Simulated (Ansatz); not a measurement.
**CH5AsSi: vertical and adiabatic energies of changing the electron count, by script**

Wanted for CH5AsSi: vertical and adiabatic energies of changing the electron count. SMILES: C1[SiH2][AsH]1.

Computed with the Python package of Ansatz 0.2.0. Level of theory: r2SCAN/def2-SVP.

### Step 1. The system

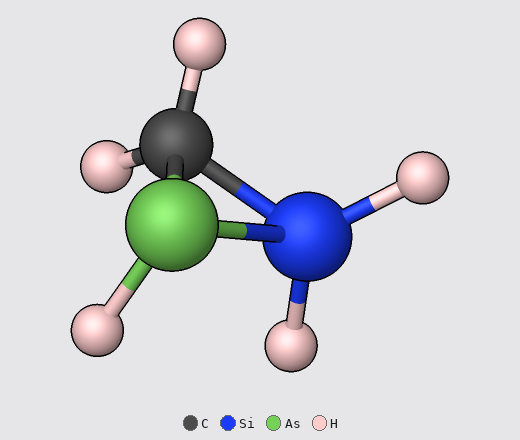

The starting structure, viewed from a chosen angle; carbon dark grey, silicon blue, arsenic green, hydrogen pink.

The script holds or builds the structure itself.

### Step 2. Script

Input file ch5assi_adiabatic.py:

```python
# -*- coding: utf-8 -*-
"""Vertical and adiabatic ionisation of CH5AsSi."""

import ansatz as az
import numpy as np

BASIS = "def2-SVP"
XC = "r2scan"
NET_CHARGE = 1

GEOMETRY = """
C    -0.74070   -0.04490   -0.48780
Si    0.70940    0.73490    0.25770
As   -0.57040   -1.08640    1.08820
H    -0.52800   -0.53830   -1.44900
H    -1.67820    0.65160   -0.46720
H     0.47000    2.00100    0.99680
H     2.01530    0.31540   -0.33350
H     0.41470   -2.09030    0.33900
"""


def main():
    ch5assi = az.Crystal.molecule()
    for line in GEOMETRY.strip().splitlines():
        symbol, *xyz = line.split()
        ch5assi = ch5assi.atom(symbol, [float(v) for v in xyz])

    calculation = ch5assi.calculation().basis(gaussian=BASIS).functional(XC)
    symbols = [site.symbol for site in ch5assi.cartesian_sites]
    start = np.array([site.position_ang for site in ch5assi.cartesian_sites], dtype=float)
    report = calculation.relax(force_tolerance=0.01, max_steps=100).run(threads=1, pin="off").report
    end = np.array(report["positions_ang"])

    minimum = az.Crystal.molecule()
    for symbol, place in zip(symbols, end):
        minimum = minimum.atom(symbol, place.tolist())
    ion = minimum.calculation().basis(gaussian=BASIS).functional(XC).charge(NET_CHARGE).spin("collinear", total=1)
    vertical = ion.run(threads=1, pin="off").report
    settled = ion.relax(force_tolerance=0.01, max_steps=80).run(threads=1, pin="off").report
    print(f"vertical ionisation energy   {vertical['free_energy_ev'] - report['free_energy_ev']:.3f} eV")
    print(f"adiabatic, no zero point     {settled['free_energy_ev'] - report['free_energy_ev']:.3f} eV")
    print(f"relaxation energy of the ion {vertical['free_energy_ev'] - settled['free_energy_ev']:.3f} eV")
    ionised = np.array(settled["positions_ang"])
    print("final positions (A) and the move of each atom")
    for symbol, xyz, old in zip(symbols, ionised, end):
        print(f"{symbol:2s} {xyz[0]:10.5f} {xyz[1]:10.5f} {xyz[2]:10.5f}   {np.linalg.norm(xyz - old):7.4f}")


if __name__ == "__main__":
    main()
```

### Step 3. Launch

Command:

```
$ python ch5assi_adiabatic.py
```

Output:

```text
vertical ionisation energy   8.970 eV
adiabatic, no zero point     8.478 eV
relaxation energy of the ion 0.492 eV
final positions (A) and the move of each atom
C    -0.74811    0.00168   -0.51735    0.0665
Si    0.73225    0.86922    0.10771    0.2897
As   -0.68148   -1.24839    1.06608    0.1905
H    -0.61337   -0.54230   -1.46515    0.0838
H    -1.67965    0.58520   -0.46607    0.0635
H     0.58549    1.99209    1.05673    0.0599
H     2.07634    0.39548   -0.28189    0.0366
H     0.42062   -2.10998    0.44415    0.0340
```

Wall time 2.6 min (1 thread of Arm Neoverse V2, shared host); peak memory 0.27 GiB.

### Step 4. The runs side by side

The 3 runs, in the order started:

```
run   kind of run              system  unpaired or total moment  energy (eV)  <S²>  SCF cycles in all  CPU time (s)
  1    relaxation             CH5AsSi                   not set  -69824.5097  0.00                 72            30
  2  single point  CH5AsSi, charge +1                         1  -69815.5399  0.76                 36            12
  3    relaxation  CH5AsSi, charge +1                         1  -69816.0321  0.76                138           110
```

Totals carry meaning only in balanced differences at one level of theory.

### Step 5. Path of the relaxation of run 1

Step by step:

| step | E - E(step 1) (eV) | largest force component (eV/Å) |
| --- | --- | --- |
| 1 | 0.0000 | 2.4481 |
| 2 | -0.3646 | 1.2341 |
| 3 | -0.4226 | 0.2108 |
| 4 | -0.4331 | 0.0777 |
| 5 | -0.4341 | 0.0233 |
| 6 | -0.4344 | 0.0093 |

Step 1 is the start.

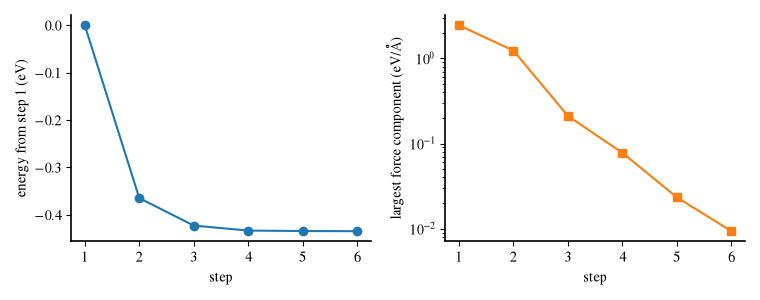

Energy and largest force along the relaxation.

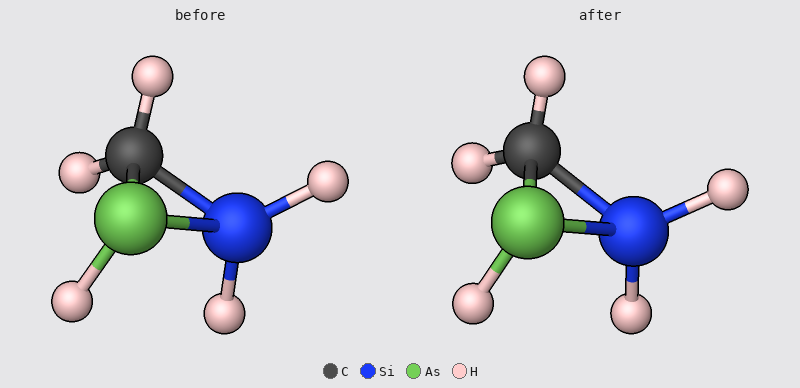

Before and after, at one scale.

Before: Bond lengths: C1–Si2 1.807 Å, C1–As3 1.897 Å, Si2–As3 2.376 Å, C1–H4 1.101 Å, C1–H5 1.168 Å, Si2–H6 1.485 Å, Si2–H7 1.494 Å, As3–H8 1.594 Å. Angles (14 of 15 angles, heavy atoms first): C1–Si2–As3 51.8°, Si2–C1–As3 79.8°, C1–As3–Si2 48.5°, C1–Si2–H6 116.3°, C1–Si2–H7 114.6°, As3–Si2–H6 113.1°, As3–Si2–H7 113.2°, Si2–C1–H4 113.5°, Si2–C1–H5 112.3°, As3–C1–H4 117.5°, As3–C1–H5 112.6°, C1–As3–H8 90.6°, Si2–As3–H8 89.2°, H6–Si2–H7 125.3°.

After: Bond lengths: C1–Si2 1.856 Å, C1–As3 2.056 Å, Si2–As3 2.335 Å, C1–H4 1.096 Å, C1–H5 1.097 Å, Si2–H6 1.486 Å, Si2–H7 1.485 Å, As3–H8 1.528 Å. Angles (14 of 15 angles, heavy atoms first): C1–Si2–As3 57.4°, Si2–C1–As3 73.1°, C1–As3–Si2 49.5°, C1–Si2–H6 117.6°, C1–Si2–H7 117.9°, As3–Si2–H6 118.8°, As3–Si2–H7 119.4°, Si2–C1–H4 121.2°, Si2–C1–H5 118.1°, As3–C1–H4 115.0°, As3–C1–H5 110.5°, C1–As3–H8 92.7°, Si2–As3–H8 89.4°, H6–Si2–H7 114.2°.

### Step 6. The relaxation of run 3, step by step

Step by step:

| step | E - E(step 1) (eV) | largest force component (eV/Å) |
| --- | --- | --- |
| 1 | 0.0000 | 2.4425 |
| 2 | -0.3933 | 0.5104 |
| 3 | -0.4474 | 0.3599 |
| 4 | -0.4482 | 0.6059 |
| 5 | -0.4764 | 0.1948 |
| 6 | -0.4827 | 0.1206 |
| 7 | -0.4871 | 0.1411 |
| 8 | -0.4901 | 0.0705 |
| 9 | -0.4914 | 0.0439 |
| 10 | -0.4920 | 0.0148 |
| 11 | -0.4921 | 0.0270 |
| 12 | -0.4922 | 0.0082 |

Step 1 is the start.

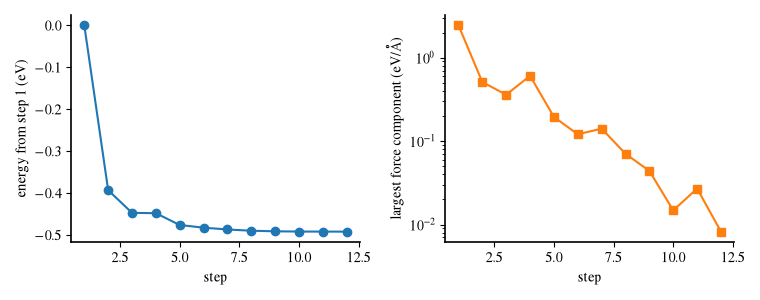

Energy and largest force along the relaxation.

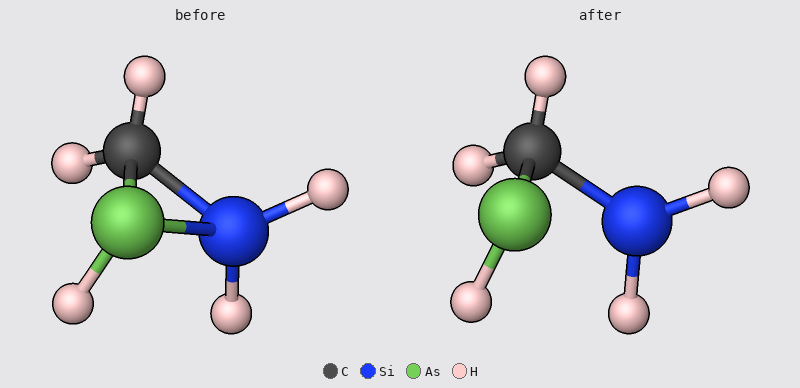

The structure before (left) and after (right) the relaxation, drawn at the same scale.

Before: Bond lengths: C1–Si2 1.856 Å, C1–As3 2.056 Å, Si2–As3 2.335 Å, C1–H4 1.096 Å, C1–H5 1.097 Å, Si2–H6 1.486 Å, Si2–H7 1.485 Å, As3–H8 1.528 Å. Angles (14 of 15 angles, heavy atoms first): C1–Si2–As3 57.4°, Si2–C1–As3 73.1°, C1–As3–Si2 49.5°, C1–Si2–H6 117.6°, C1–Si2–H7 117.9°, As3–Si2–H6 118.8°, As3–Si2–H7 119.4°, Si2–C1–H4 121.2°, Si2–C1–H5 118.1°, As3–C1–H4 115.0°, As3–C1–H5 110.5°, C1–As3–H8 92.7°, Si2–As3–H8 89.4°, H6–Si2–H7 114.2°.

After: Bond lengths: C1–Si2 1.826 Å, C1–As3 2.019 Å, Si2–As3 2.721 Å, C1–H4 1.101 Å, C1–H5 1.100 Å, Si2–H6 1.478 Å, Si2–H7 1.477 Å, As3–H8 1.531 Å. Angles (14 of 15 angles, heavy atoms first): C1–Si2–As3 47.9°, Si2–C1–As3 89.9°, C1–As3–Si2 42.2°, C1–Si2–H6 120.0°, C1–Si2–H7 119.7°, As3–Si2–H6 108.3°, As3–Si2–H7 108.4°, Si2–C1–H4 115.5°, Si2–C1–H5 114.7°, As3–C1–H4 111.4°, As3–C1–H5 108.7°, C1–As3–H8 93.1°, Si2–As3–H8 85.5°, H6–Si2–H7 120.2°.

### Step 7. Summary of results

| quantity | value |
| --- | --- |
| vertical ionisation energy | 8.970 eV |
| adiabatic ionisation energy, no zero point | 8.478 eV |
| runs compared | 3 |

The ionisation energy is a difference of two total energies at the neutral geometry; letting the ion relax lowers it by 0.49 eV. In CPU time, run 3 cost about 9.2 times as much as run 2. Run 1: After 5 moves the largest shift is 0.162 Å, of atom 4 (H). Run 3: After 11 moves the largest shift is 0.290 Å, of atom 2 (Si). The energies are electronic: no zero-point or thermal terms, and the basis set is short of its limit. The product may relax into another structure. The relaxation finds the nearest minimum, so the adiabatic value is an upper bound.
